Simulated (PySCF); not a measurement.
The calculation's input:

```
{"job": {"kind": "nmr", "xc": "PBE0", "basis": "pcSseg-1"}, "charge": 0, "multiplicity": 1}
B     -1.479457     1.611217    -0.515504
N     -1.249506     0.264552    -0.323926
C     -2.301011    -0.714390    -0.132873
C      0.038164    -0.363288    -0.345208
C      0.659487    -0.841904     0.942915
C      1.262995     0.309055     0.191020
C      2.581847     0.145096    -0.520985
H     -2.582189     2.008028    -0.484350
H     -0.580398     2.333702    -0.714776
H     -2.148353    -1.266890     0.798784
H     -2.305457    -1.435897    -0.956866
H     -3.265921    -0.216845    -0.096651
H      0.177356    -1.013173    -1.208651
H      1.175122    -1.790695     0.941705
H      0.141676    -0.623820     1.864814
H      1.117010     1.287818     0.628090
H      3.407979     0.315883     0.167424
H      2.664718     0.859690    -1.337952
H      2.676135    -0.858888    -0.929335
```

Run with:

```sh
OMP_NUM_THREADS=1 python probes_run.py task.json out
```

Geometry: GFN2-xTB.

All numbers below come from PySCF, PBE0/pcSseg-1, SCF density, gas phase, non-relativistic.

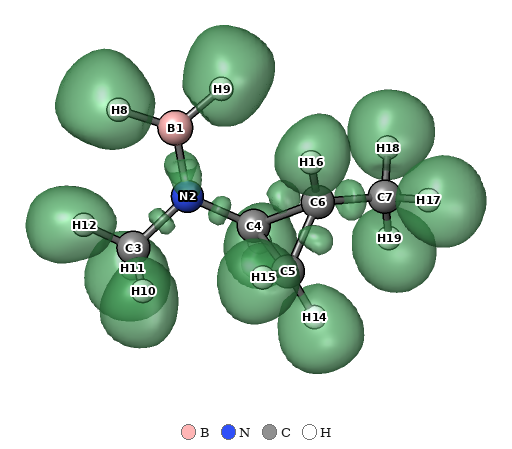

C5H12BN. Isosurface of the ELF at 0.85 (green), seen across its widest extent. Only the valence region is drawn (cores and ρ < 0.01 e/Å³ removed).

Question: What do the ELF domains correspond to?

Answer: The surface consists of one region between bonded B–N atoms (shared pairs), four regions between bonded C–C atoms (shared pairs), two regions between bonded C–N atoms (shared pairs) and twelve regions around hydrogen nuclei. Profiles from the grid: B–N (1.38 Å): the ELF peaks at about 0.95 between the atoms, as expected for a short, strongly polar bond. C–N (1.43 Å): the ELF peaks at about 0.95 between the atoms, as expected for localised, covalent bonding.
